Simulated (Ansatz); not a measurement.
**TiO2 (P4_2/mnm): how ε∞ follows the gap**

The empty bands of TiO2 (P4_2/mnm) are shifted up rigidly by Δ, and ε∞ along x is computed for each shift. x, y and z are the Cartesian axes of the input cell.

It takes space group P4_2/mnm (No. 136, tetragonal). The conventional cell has a = 4.592 Å, b = 4.592 Å, c = 2.957 Å, α = 90.00°, β = 90.00°, γ = 90.00°. Ti on site a is surrounded by 6 O at 1.95 to 1.98 Å. Around O on site f lie 3 Ti at 1.95 to 1.98 Å.

Method: Ansatz 0.2.0, PBE, independent particles, k-mesh 6×6×8 with interpolation inside its cells, Gaussian parameter 0.1 eV.

Launch of the response step: `ansatz run input.yaml --threads 4 --pin off --max-ram 8192MiB --backend cpu --events-out ev --progress --plain --runs-dir out`. The series took 2.2 min in all, on 4 threads of Intel(R) Xeon(R) Platinum 8488C (Sapphire Rapids), on a shared host.

```tsv
Δ (eV)	ε∞ along x
0.00	7.533
0.40	7.045
0.80	6.638
1.20	6.291
1.60	5.990
2.00	?
```

With one effective transition at E₀ and fixed dipole strength, ε∞ − 1 = A/(E₀ + Δ), so 1/(ε∞ − 1) is linear in Δ.

Working, on the rows shown:

| x = Δ (eV) | y = 1/(ε∞ − 1) |
| --- | --- |
| 0 | 0.153069 |
| 0.4 | 0.165426 |
| 0.8 | 0.177368 |
| 1.2 | 0.189 |
| 1.6 | 0.200401 |

Means: x̄ = 0.8, ȳ = 0.17705. Σ(x − x̄)(y − ȳ) = 0.0473, Σ(x − x̄)² = 1.6. Slope = 0.0473 / 1.6 = 0.02956; intercept = ȳ − slope · x̄ = 0.15341. Turned back into ε∞ along x, the line misses the rows shown by at most 0.014.

**Question.** Predict the last column of the withheld row from the fit.

**Answer.** At x = 2 the line gives y = 0.21252, that is 5.705. The run gave 5.728, so the extrapolation is off by 0.023, 1.3 % of the range in the table.

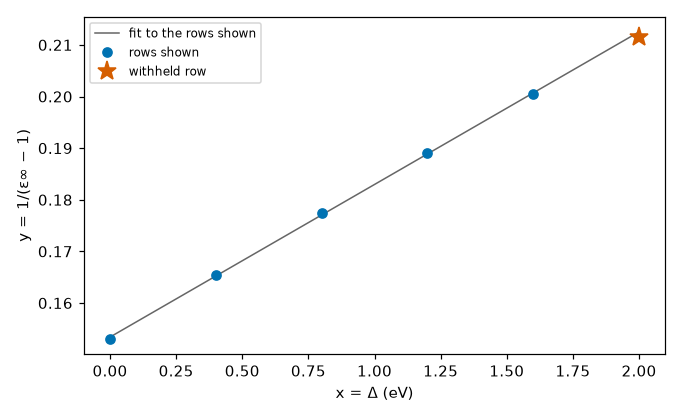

Refitted with all rows, the slope is 0.0292 and the intercept 0.1536. These give E₀ = intercept/slope = 5.3 eV, far above the least direct gap of 1.90 eV: most of the screening comes from transitions well over the edge. Over the first step ε∞ falls by 16 % per eV. The measured fundamental gap is 3.05 eV (arxiv:2112.05953 (2021)), against 1.90 eV for the same gap here, so it asks for Δ = 1.15 eV, where the line gives ε∞ = 6.34. Excitons are left out and so are local fields; PBE gaps are as a rule too small.

[Logs are printed without paths, hosts, clocks, repeated set-up lines and the standing remarks that a program may print on its own settings, such as how far it seeks lower states.]
